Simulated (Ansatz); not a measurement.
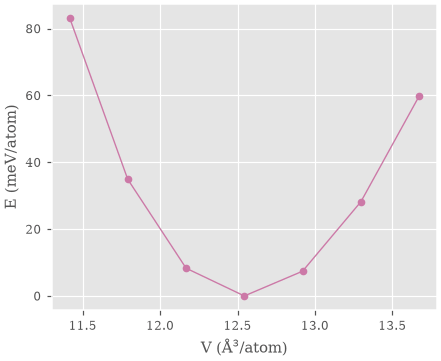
Fig. 1. Mo2N in space group P6_3/mmc (No. 194; N on 2c, Mo on 2a, Mo on 2d) under volume change, the program Ansatz at the PBE level (PAW), shape and atoms relaxed at each volume.

Problem. What does a third-order Birch–Murnaghan fit give for V₀, B₀ and B′?

Solution. V₀ = 12.54 Å³/atom, B₀ = 220 GPa, B′ = 4.6.

The cell is a constructed one: a structure type filled with these elements; neither database checked (COD, Materials Project) lists it. COD files the formula under space group No. 141, so this cell is another polymorph or a model. Its standing as an ambient phase is unchecked. Symmetry was held in the PBE relaxation; its stability against distortions is not shown here. The run is not spin-polarised.

Potentials: the later of the program's two PAW sets.
